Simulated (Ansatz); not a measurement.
**Fields on a plane of SnS (GeS type, space group Pnma)**

```
SnS
1.0
   10.91161     0.00000     0.00000
    0.00000     3.95337     0.00000
    0.00000     0.00000     4.11206
Sn S
4 4
Cartesian
  6.73492   2.96503   2.43773
  9.63250   0.98834   0.38170
  4.17670   0.98834   1.67433
  1.27911   2.96503   3.73036
  3.87505   2.96503   4.01410
  1.58075   0.98834   1.95807
  7.03656   0.98834   0.09796
  9.33086   2.96503   2.15399
```

The slice is a (100) plane (indices of the conventional cell) through the point (0.117, 0.750, 0.907) (fractional), spanned by u = [010] and v = [001] in vectors of this cell: u (3.95 Å) and v (4.11 Å, at 90° to u). It covers one period; positions are fractions (u, v).

Atoms on it: Sn at (0.00, 0.00). Other atoms lie within 1 Å of the plane.

Level of theory: PBEsol-D3(BJ) (plane waves to 420 eV, PAW, scalar-relativistic; Ansatz, a first-principles code). k mesh 3×8×8. Inside the PAW spheres the values are not all-electron values, and peaks at nuclei hang on which shells count as valence. SnS was relaxed with its symmetry unable to fall.

```
|000123554321100112345532100|
|000124543211000011234542100|
|001234432110000001123443210|
|223444432100000000123444432|
|444554321000000000012345544|
|665543210001122110001234556|
|655432100012344321000123455|
|544321100134677643100112344|
|333211001246899864210011233|
|222110011357999975311001122|
|111100012467899876421000111|
|111100113467777776431100111|
|111000123567666676532100011|
|110001123566655666532110001|
|111111123455544555432111111|
|111111122344433444322111111|
|111111122233322333222111111|
|122222222222211222222222222|
|222222222211111111222222222|
|222222222211111111222222222|
|333333332211111111223333333|
|222333333221111112233333322|
|112234443321111112334443221|
|111234444322111122344443211|
|111123454332111123345432111|
|111113554332211223345531111|
|011113554332111123345531111|
|001113554322111122345531110|
```
Scale: ten equal steps from 0.002 (start of '0') to 0.032 (end of '9'), in the order '0123456789'. Values: density of the lowest conduction band (whole band as if filled, smooth part) in e/Å³. The map has 27 points along u (one character each, u = 0 at the left) and 28 along v (v = 0 in the bottom row). 

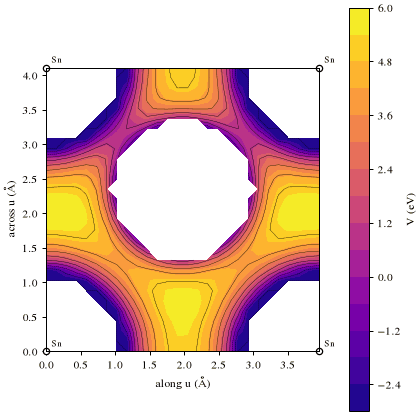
Electrostatic potential energy of an electron, from the cell's mean, in eV, one period of the plane, atoms marked. Points within 1 Å of a nucleus are left white, as the pseudised field means little there. Values under -3 eV are set to -3. The zero, the cell's mean, hangs on the PAW cores.
